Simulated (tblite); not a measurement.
## Geometry relaxation, with input and output: C2H6FO2Si2 (part 2 of 2)

Continued. System: C2H6FO2Si2, multiplicity 2. Method: GFN2-xTB geometry optimisation, gas phase (tblite 0.8.0). It belongs to a series of runs on one base structure; here: H removed from sp2 C.

Geometry of the input (Å):
```
O  2.3608  -0.8774  0.9478
Si 1.9075  0.2399  -0.2796
O  0.5152  -0.3860  -1.0952
C  -0.6883  0.2684  -0.8369
Si -2.0315  -0.7028  0.0359
C  -0.8230  1.5048  -1.1866
F  -1.9179  2.2808  -0.9973
H  3.0409  -1.4895  0.5842
H  1.5932  1.5314  0.3603
H  3.0521  0.4141  -1.1676
H  -3.3615  -0.1658  -0.3325
H  -1.7682  -0.5161  1.4644
H  -1.8836  -2.1014  -0.3758
```

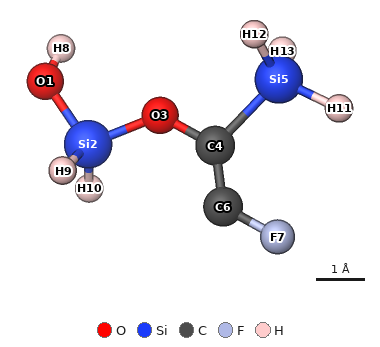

The geometry at step 56 of the log (ball-and-stick view, seen at a tilt; atoms are numbered from 1 in the order of the input).

## Trajectory as extended XYZ, continued
```
13
Properties=species:S:1:pos:R:3:forces:R:3 step=38 energy=-643.74013
O     2.7506   -0.7875    0.7531   -0.0280   0.1110  -0.0630
Si    2.0080    0.3326   -0.1517    0.1890   0.1390   0.1090
O     0.4335   -0.0844   -0.1325    0.0110  -0.2000   0.0080
C    -0.7046    0.4731   -0.5793   -0.1030   0.0780  -0.0600
Si   -2.0846   -0.7376    0.0273   -0.0300  -0.1150   0.0070
C    -0.8372    1.5858   -1.2350    0.1060  -0.1220   0.0130
F    -1.9770    2.1074   -1.6900   -0.0730   0.0670  -0.0050
H     2.7793   -1.7122    0.5228   -0.0480   0.0170  -0.0030
H     2.1790    1.5669    0.6077    0.0740  -0.1160  -0.0910
H     2.5375    0.3272   -1.5199   -0.1260   0.0320   0.0950
H    -3.4201   -0.2506   -0.3013    0.0340   0.0610  -0.0510
H    -1.8810   -0.8153    1.4744    0.0070  -0.0330  -0.0360
H    -1.7878   -2.0051   -0.6545   -0.0120   0.0820   0.0750
13
Properties=species:S:1:pos:R:3:forces:R:3 step=40 energy=-643.75276
O     2.7816   -0.7752    0.7187    0.0040  -0.0970  -0.0100
Si    1.9998    0.3426   -0.1464    0.0880   0.1440   0.1370
O     0.4221   -0.0651   -0.0537    0.0200  -0.0890  -0.0500
C    -0.7074    0.4729   -0.5545   -0.0110   0.0120   0.0510
Si   -2.0841   -0.7447    0.0303   -0.0990  -0.0160   0.0090
C    -0.8293    1.5755   -1.2260    0.0750  -0.0310  -0.0680
F    -1.9527    2.0785   -1.7433   -0.0070   0.0190   0.0450
H     2.7363   -1.7102    0.5300   -0.0310   0.0730   0.0140
H     2.2552    1.5565    0.6108    0.0090   0.0070  -0.0400
H     2.4488    0.3532   -1.5327   -0.0600   0.0070  -0.0730
H    -3.4028   -0.2304   -0.3245    0.0160   0.0320  -0.0120
H    -1.8846   -0.8552    1.4736   -0.0150  -0.0100  -0.0040
H    -1.7873   -1.9977   -0.6613    0.0110  -0.0520   0.0010
13
Properties=species:S:1:pos:R:3:forces:R:3 step=42 energy=-643.75651
O     2.7913   -0.7734    0.7093    0.0070   0.0420   0.0140
Si    1.9997    0.3503   -0.1395   -0.0120  -0.0300   0.0130
O     0.4209   -0.0655   -0.0373    0.0500  -0.0170  -0.0270
C    -0.7091    0.4724   -0.5411    0.0240   0.0250   0.0090
Si   -2.0898   -0.7487    0.0319   -0.0040   0.0250  -0.0180
C    -0.8247    1.5685   -1.2258    0.0720  -0.0770  -0.0370
F    -1.9426    2.0705   -1.7566    0.0020   0.0100   0.0630
H     2.7210   -1.7061    0.5323   -0.0370  -0.0650  -0.0130
H     2.2820    1.5542    0.6092    0.0050   0.1330   0.0460
H     2.4146    0.3641   -1.5370   -0.0360   0.0060  -0.0630
H    -3.3964   -0.2199   -0.3344   -0.0400   0.0320  -0.0080
H    -1.8852   -0.8687    1.4717   -0.0340  -0.0080   0.0370
H    -1.7862   -1.9973   -0.6617    0.0020  -0.0780  -0.0180
13
Properties=species:S:1:pos:R:3:forces:R:3 step=44 energy=-643.76115
O     2.8019   -0.7743    0.6888    0.0320   0.1250   0.0280
Si    2.0011    0.3656   -0.1304   -0.0280  -0.1070  -0.0820
O     0.4270   -0.0677   -0.0071    0.0270   0.0290   0.0180
C    -0.7039    0.4682   -0.5138    0.0800  -0.0570  -0.0170
Si   -2.0978   -0.7525    0.0317    0.0850  -0.0210  -0.0140
C    -0.8043    1.5483   -1.2247    0.0760  -0.0520  -0.0220
F    -1.9138    2.0490   -1.7695   -0.0600   0.0560   0.0300
H     2.6834   -1.7037    0.5251   -0.0410  -0.1090  -0.0150
H     2.3108    1.5750    0.5971   -0.0180   0.1150   0.0860
H     2.3768    0.3899   -1.5407   -0.0230   0.0000  -0.0370
H    -3.3927   -0.2044   -0.3431   -0.0570   0.0280  -0.0110
H    -1.8982   -0.8880    1.4717   -0.0510  -0.0050   0.0310
H    -1.7949   -2.0050   -0.6640   -0.0210  -0.0030   0.0050
13
Properties=species:S:1:pos:R:3:forces:R:3 step=46 energy=-643.76428
O     2.8034   -0.7743    0.6740    0.0870   0.0700   0.0540
Si    2.0020    0.3728   -0.1319    0.0530   0.0320  -0.0320
O     0.4341   -0.0685    0.0086    0.0020  -0.0140   0.0250
C    -0.6937    0.4639   -0.5028    0.0320  -0.0820  -0.0300
Si   -2.0948   -0.7542    0.0280   -0.0130  -0.0120   0.0220
C    -0.7867    1.5348   -1.2276    0.0060   0.0110  -0.0280
F    -1.8997    2.0392   -1.7640   -0.0350   0.0530   0.0090
H     2.6612   -1.7037    0.5240   -0.0390  -0.0560  -0.0080
H     2.3111    1.5931    0.5943   -0.0410  -0.0350   0.0080
H     2.3641    0.4015   -1.5462   -0.0230   0.0050  -0.0240
H    -3.3907   -0.1952   -0.3448    0.0250  -0.0040  -0.0060
H    -1.9107   -0.8945    1.4712   -0.0410  -0.0020   0.0050
H    -1.8040   -2.0144   -0.6619   -0.0140   0.0340   0.0040
13
Properties=species:S:1:pos:R:3:forces:R:3 step=48 energy=-643.76636
O     2.8055   -0.7706    0.6744    0.0790  -0.0060   0.0290
Si    2.0042    0.3741   -0.1357    0.0520   0.0360   0.0270
O     0.4381   -0.0744    0.0030    0.0070  -0.0320  -0.0120
C    -0.6872    0.4573   -0.5123   -0.0200  -0.0300  -0.0050
Si   -2.0916   -0.7548    0.0275   -0.0500   0.0290   0.0170
C    -0.7814    1.5303   -1.2352   -0.0660   0.0150  -0.0020
F    -1.9031    2.0471   -1.7473    0.0440   0.0020   0.0090
H     2.6585   -1.7020    0.5297   -0.0240   0.0280   0.0050
H     2.3012    1.5942    0.5992   -0.0360  -0.0580  -0.0260
H     2.3605    0.4005   -1.5505   -0.0020   0.0160  -0.0330
H    -3.3865   -0.1909   -0.3469    0.0470  -0.0150  -0.0030
H    -1.9162   -0.8929    1.4720   -0.0270   0.0040   0.0040
H    -1.8064   -2.0174   -0.6570   -0.0050   0.0110  -0.0090
13
Properties=species:S:1:pos:R:3:forces:R:3 step=50 energy=-643.76808
O     2.8080   -0.7671    0.6824    0.0540  -0.0130  -0.0170
Si    2.0084    0.3740   -0.1369    0.0000  -0.0340  -0.0020
O     0.4443   -0.0912   -0.0178    0.0180  -0.0330  -0.0110
C    -0.6822    0.4448   -0.5256   -0.0520   0.0370   0.0140
Si   -2.0924   -0.7538    0.0309    0.0010   0.0130  -0.0080
C    -0.7800    1.5257   -1.2376   -0.0440  -0.0130   0.0330
F    -1.9045    2.0586   -1.7266    0.0490  -0.0200  -0.0010
H     2.6574   -1.6985    0.5348   -0.0100   0.0590   0.0170
H     2.2871    1.5951    0.5977   -0.0190  -0.0160   0.0060
H     2.3601    0.4061   -1.5527    0.0330   0.0110  -0.0250
H    -3.3798   -0.1854   -0.3532    0.0030   0.0020  -0.0030
H    -1.9207   -0.8894    1.4757   -0.0240   0.0120   0.0050
H    -1.8101   -2.0184   -0.6500   -0.0080  -0.0060  -0.0070
13
Properties=species:S:1:pos:R:3:forces:R:3 step=52 energy=-643.76925
O     2.8114   -0.7655    0.6861    0.0440   0.0110  -0.0480
Si    2.0123    0.3727   -0.1391   -0.0290  -0.0330  -0.0330
O     0.4510   -0.1064   -0.0334   -0.0030  -0.0240   0.0040
C    -0.6791    0.4360   -0.5278   -0.0260   0.0370   0.0100
Si   -2.0930   -0.7527    0.0326    0.0170  -0.0270  -0.0040
C    -0.7790    1.5212   -1.2325    0.0510  -0.0250   0.0410
F    -1.8993    2.0626   -1.7146   -0.0290   0.0100  -0.0210
H     2.6526   -1.6952    0.5369   -0.0010   0.0440   0.0260
H     2.2706    1.5991    0.5922   -0.0050  -0.0090   0.0250
H     2.3669    0.4154   -1.5553    0.0440  -0.0030   0.0010
H    -3.3749   -0.1812   -0.3569   -0.0350   0.0210  -0.0100
H    -1.9272   -0.8853    1.4781   -0.0200   0.0110   0.0130
H    -1.8167   -2.0202   -0.6451   -0.0070  -0.0120  -0.0040
13
Properties=species:S:1:pos:R:3:forces:R:3 step=54 energy=-643.77090
O     2.8223   -0.7602    0.6807    0.0280  -0.0040  -0.0700
Si    2.0159    0.3710   -0.1472   -0.0350   0.0330  -0.0080
O     0.4591   -0.1240   -0.0446   -0.0390  -0.0140   0.0000
C    -0.6747    0.4275   -0.5234    0.0320  -0.0150  -0.0030
Si   -2.0918   -0.7537    0.0324   -0.0400  -0.0290   0.0170
C    -0.7733    1.5139   -1.2253    0.0830   0.0170   0.0160
F    -1.8905    2.0646   -1.7009   -0.0560   0.0220  -0.0210
H     2.6416   -1.6876    0.5424    0.0190   0.0290   0.0390
H     2.2461    1.6018    0.5885    0.0100  -0.0230   0.0120
H     2.3787    0.4262   -1.5614    0.0350  -0.0140   0.0150
H    -3.3690   -0.1740   -0.3602   -0.0400   0.0240  -0.0190
H    -1.9412   -0.8794    1.4792   -0.0050   0.0000   0.0340
H    -1.8277   -2.0256   -0.6392    0.0070  -0.0250  -0.0120
13
Properties=species:S:1:pos:R:3:forces:R:3 step=56 energy=-643.77292
O     2.8402   -0.7499    0.6643    0.0090  -0.0320  -0.0590
Si    2.0148    0.3708   -0.1580   -0.0140   0.0640   0.0260
O     0.4640   -0.1445   -0.0523   -0.0270   0.0040  -0.0200
C    -0.6696    0.4179   -0.5204    0.0420  -0.0550  -0.0090
Si   -2.0931   -0.7571    0.0327   -0.0800   0.0080   0.0190
C    -0.7624    1.5067   -1.2192   -0.0050   0.0500  -0.0070
F    -1.8817    2.0671   -1.6846    0.0170  -0.0060   0.0040
H     2.6298   -1.6745    0.5549    0.0380  -0.0060   0.0450
H     2.2237    1.5984    0.5886    0.0120   0.0050   0.0010
H     2.3896    0.4364   -1.5677    0.0090  -0.0120   0.0010
H    -3.3626   -0.1619   -0.3668   -0.0220   0.0050  -0.0180
H    -1.9582   -0.8743    1.4821    0.0080  -0.0080   0.0260
H    -1.8389   -2.0345   -0.6326    0.0130  -0.0160  -0.0080
13
Properties=species:S:1:pos:R:3:forces:R:3 step=58 energy=-643.77416
O     2.8506   -0.7437    0.6511    0.0070  -0.0290  -0.0320
Si    2.0113    0.3726   -0.1627    0.0160   0.0180  -0.0020
O     0.4653   -0.1603   -0.0612    0.0190   0.0160  -0.0150
C    -0.6662    0.4084   -0.5244   -0.0180  -0.0290  -0.0090
Si   -2.0983   -0.7591    0.0353   -0.0270   0.0150  -0.0070
C    -0.7552    1.5043   -1.2140   -0.0480   0.0020   0.0100
F    -1.8760    2.0696   -1.6728    0.0450  -0.0100   0.0100
H     2.6261   -1.6671    0.5670    0.0350  -0.0270   0.0350
H     2.2138    1.5965    0.5883    0.0000   0.0400   0.0150
H     2.3941    0.4441   -1.5702   -0.0090  -0.0040   0.0010
H    -3.3592   -0.1520   -0.3753   -0.0180  -0.0100  -0.0050
H    -1.9662   -0.8725    1.4875    0.0010  -0.0030  -0.0170
H    -1.8447   -2.0405   -0.6276   -0.0020   0.0200   0.0160
13
Properties=species:S:1:pos:R:3:forces:R:3 step=60 energy=-643.77491
O     2.8561   -0.7415    0.6432    0.0050  -0.0450  -0.0160
Si    2.0109    0.3747   -0.1655    0.0250  -0.0250  -0.0220
O     0.4686   -0.1721   -0.0743    0.0290   0.0160   0.0070
C    -0.6643    0.3992   -0.5296   -0.0480   0.0080  -0.0090
Si   -2.1038   -0.7589    0.0372    0.0310   0.0030  -0.0200
C    -0.7533    1.5028   -1.2078   -0.0030  -0.0490   0.0280
F    -1.8715    2.0729   -1.6627   -0.0020   0.0130  -0.0030
H     2.6282   -1.6664    0.5780    0.0300   0.0210   0.0210
H     2.2036    1.5993    0.5882   -0.0070   0.0280   0.0120
H     2.3987    0.4495   -1.5721   -0.0110   0.0050   0.0110
H    -3.3587   -0.1460   -0.3822   -0.0220  -0.0130   0.0060
H    -1.9702   -0.8699    1.4909   -0.0100   0.0040  -0.0430
H    -1.8487   -2.0431   -0.6222   -0.0160   0.0340   0.0290
13
Properties=species:S:1:pos:R:3:forces:R:3 step=63 energy=-643.77561
O     2.8609   -0.7420    0.6382    0.0080  -0.0350  -0.0050
Si    2.0138    0.3746   -0.1681    0.0010  -0.0110   0.0180
O     0.4714   -0.1733   -0.0801   -0.0070   0.0060   0.0090
C    -0.6659    0.3966   -0.5296    0.0180   0.0000  -0.0050
Si   -2.1054   -0.7576    0.0352   -0.0060   0.0110  -0.0050
C    -0.7560    1.5013   -1.2047    0.0080   0.0030  -0.0060
F    -1.8714    2.0766   -1.6590   -0.0080   0.0040   0.0040
H     2.6348   -1.6681    0.5843    0.0180   0.0360   0.0090
H     2.1948    1.6007    0.5907    0.0010  -0.0130  -0.0170
H     2.4058    0.4476   -1.5728   -0.0080   0.0160  -0.0020
H    -3.3633   -0.1477   -0.3814   -0.0080  -0.0120   0.0010
H    -1.9731   -0.8661    1.4874   -0.0070   0.0010  -0.0050
H    -1.8508   -2.0418   -0.6189   -0.0100  -0.0070   0.0030
13
Properties=species:S:1:pos:R:3:forces:R:3 step=65 energy=-643.77594
O     2.8713   -0.7419    0.6262    0.0010  -0.0270   0.0070
Si    2.0143    0.3753   -0.1683   -0.0010  -0.0020   0.0030
O     0.4720   -0.1730   -0.0703    0.0000  -0.0020  -0.0010
C    -0.6648    0.3938   -0.5255    0.0290   0.0090   0.0010
Si   -2.1081   -0.7571    0.0333   -0.0180   0.0070  -0.0020
C    -0.7523    1.4974   -1.2028   -0.0170   0.0290  -0.0170
F    -1.8662    2.0744   -1.6610    0.0190  -0.0160   0.0130
H     2.6326   -1.6653    0.5900    0.0160   0.0180   0.0060
H     2.1980    1.6012    0.5903   -0.0010  -0.0090  -0.0140
H     2.3996    0.4533   -1.5749   -0.0160   0.0130   0.0030
H    -3.3656   -0.1460   -0.3838    0.0000  -0.0110  -0.0020
H    -1.9799   -0.8688    1.4848   -0.0060   0.0040   0.0140
H    -1.8553   -2.0428   -0.6171   -0.0080  -0.0140  -0.0100
13
Properties=species:S:1:pos:R:3:forces:R:3 step=67 energy=-643.77616
O     2.8797   -0.7419    0.6172    0.0020   0.0080   0.0060
Si    2.0151    0.3754   -0.1691    0.0030  -0.0010  -0.0160
O     0.4740   -0.1762   -0.0652    0.0060  -0.0070  -0.0050
C    -0.6615    0.3902   -0.5235    0.0010   0.0160   0.0050
Si   -2.1108   -0.7567    0.0324    0.0040  -0.0070   0.0010
C    -0.7478    1.4945   -1.2002   -0.0010   0.0110  -0.0040
F    -1.8603    2.0723   -1.6593    0.0060  -0.0110   0.0050
H     2.6302   -1.6621    0.5968    0.0090  -0.0160   0.0040
H     2.1981    1.6017    0.5879    0.0000   0.0010  -0.0010
H     2.3917    0.4621   -1.5779   -0.0140   0.0030   0.0100
H    -3.3653   -0.1427   -0.3884    0.0000  -0.0080  -0.0020
H    -1.9864   -0.8706    1.4847   -0.0070   0.0100   0.0050
H    -1.8611   -2.0456   -0.6145   -0.0090   0.0000  -0.0080
13
Properties=species:S:1:pos:R:3:forces:R:3 step=69 energy=-643.77626
O     2.8823   -0.7418    0.6151    0.0020   0.0220  -0.0010
Si    2.0159    0.3747   -0.1707   -0.0010  -0.0020  -0.0010
O     0.4757   -0.1787   -0.0667   -0.0020  -0.0070  -0.0020
C    -0.6598    0.3894   -0.5231   -0.0090   0.0050   0.0050
Si   -2.1110   -0.7567    0.0322    0.0100  -0.0030   0.0020
C    -0.7462    1.4947   -1.1984    0.0160  -0.0060   0.0050
F    -1.8588    2.0719   -1.6569   -0.0100   0.0010  -0.0010
H     2.6311   -1.6616    0.6013    0.0050  -0.0210   0.0000
H     2.1950    1.6010    0.5870    0.0050   0.0040   0.0010
H     2.3885    0.4657   -1.5797   -0.0040  -0.0020   0.0010
H    -3.3644   -0.1416   -0.3910    0.0020  -0.0080  -0.0010
H    -1.9888   -0.8694    1.4851   -0.0070   0.0110  -0.0030
H    -1.8639   -2.0472   -0.6132   -0.0060   0.0060  -0.0060
13
Properties=species:S:1:pos:R:3:forces:R:3 step=71 energy=-643.77633
O     2.8829   -0.7419    0.6155    0.0000   0.0130  -0.0020
Si    2.0162    0.3738   -0.1711   -0.0070   0.0000   0.0150
O     0.4754   -0.1785   -0.0676   -0.0070  -0.0020   0.0010
C    -0.6600    0.3912   -0.5228   -0.0010  -0.0070   0.0020
Si   -2.1103   -0.7566    0.0319    0.0020   0.0040   0.0000
C    -0.7465    1.4963   -1.1983    0.0070  -0.0070   0.0030
F    -1.8601    2.0718   -1.6569   -0.0040   0.0030   0.0020
H     2.6345   -1.6628    0.6031    0.0040  -0.0070  -0.0030
H     2.1951    1.5999    0.5874    0.0060   0.0000  -0.0020
H     2.3869    0.4652   -1.5798    0.0030  -0.0020  -0.0100
H    -3.3648   -0.1437   -0.3912    0.0030  -0.0060  -0.0010
H    -1.9891   -0.8675    1.4849   -0.0040   0.0080   0.0000
H    -1.8645   -2.0468   -0.6140   -0.0010   0.0030  -0.0060
13
Properties=species:S:1:pos:R:3:forces:R:3 step=73 energy=-643.77637
O     2.8831   -0.7419    0.6162   -0.0040   0.0010   0.0030
Si    2.0156    0.3733   -0.1699   -0.0040   0.0030   0.0050
O     0.4743   -0.1779   -0.0674   -0.0010   0.0010   0.0050
C    -0.6607    0.3923   -0.5228    0.0030  -0.0080   0.0010
Si   -2.1101   -0.7561    0.0317   -0.0050   0.0010  -0.0010
C    -0.7470    1.4969   -1.1993   -0.0050  -0.0030   0.0010
F    -1.8614    2.0721   -1.6572    0.0070   0.0000   0.0050
H     2.6378   -1.6638    0.6027    0.0050   0.0040  -0.0040
H     2.1978    1.5998    0.5876    0.0010  -0.0030  -0.0020
H     2.3863    0.4637   -1.5789    0.0010  -0.0010  -0.0080
H    -3.3662   -0.1465   -0.3905    0.0000   0.0000  -0.0040
H    -1.9893   -0.8661    1.4846   -0.0020   0.0050   0.0030
H    -1.8644   -2.0454   -0.6158    0.0020   0.0000  -0.0040
```

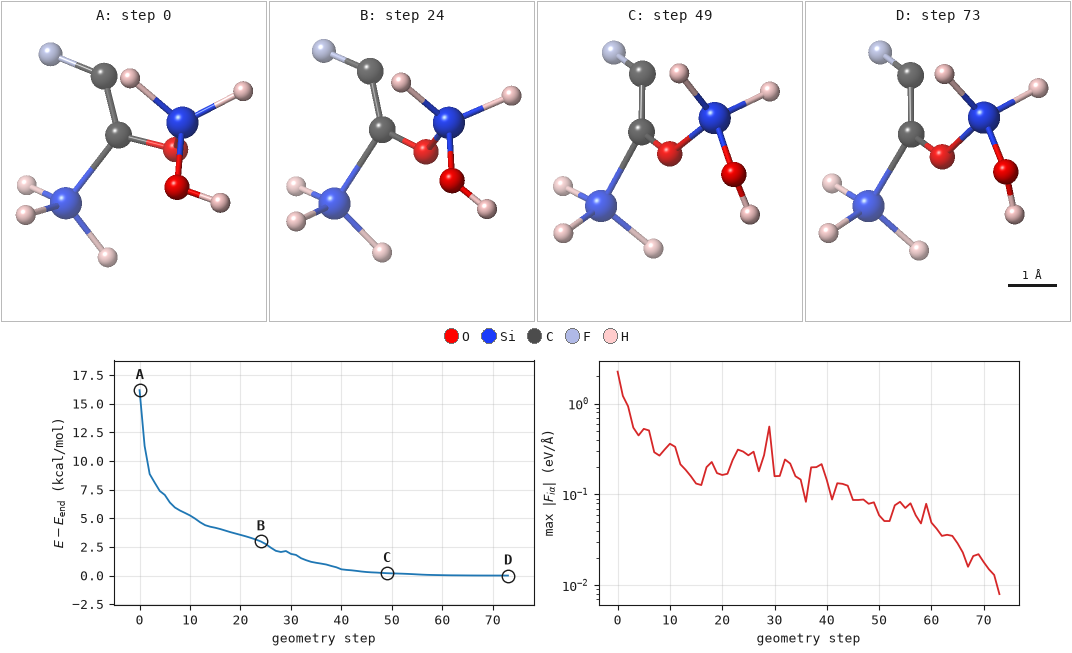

Frames of the relaxation (ball-and-stick view, seen at a tilt) above the curves, on which the letters mark them (steps are counted from 0).

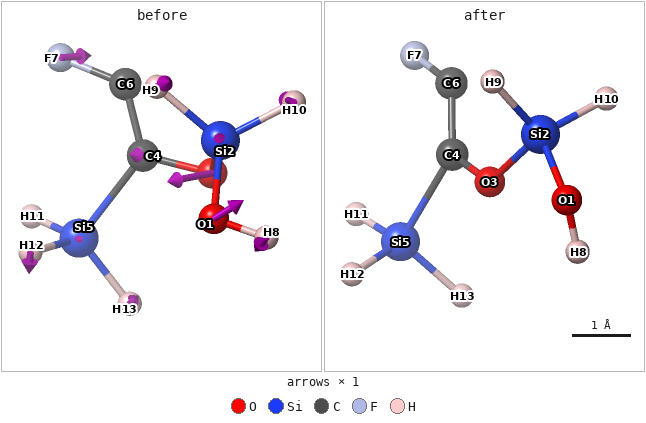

Before (left) and after (right) the relaxation, at one scale (ball-and-stick view, seen at a tilt). The pink arrows give the displacements, at true length. The energy falls by 16.2 kcal/mol in 73 geometry steps. The largest force component goes from 2.3 to 0.008 eV/Å. The atom that moves furthest after the best rigid fit is O3 (1.05 Å). By element the largest moves are O 1.05 Å, H 0.78 Å, F 0.68 Å, C 0.34 Å, Si 0.20 Å. Among the contacts that change: O1–Si2 1.721 → 1.617 Å, Si2–O3 1.731 → 1.640 Å, C4–Si5 1.873 → 1.931 Å, O3–C4 1.394 → 1.349 Å. Among the angles that change: Si2–O3–C4 115.9° → 128.9°, Si2–O1–H8 108.8° → 121.4°, O3–C4–Si5 117.5° → 106.5°. (Atoms are counted from 1 in the order of the input.)
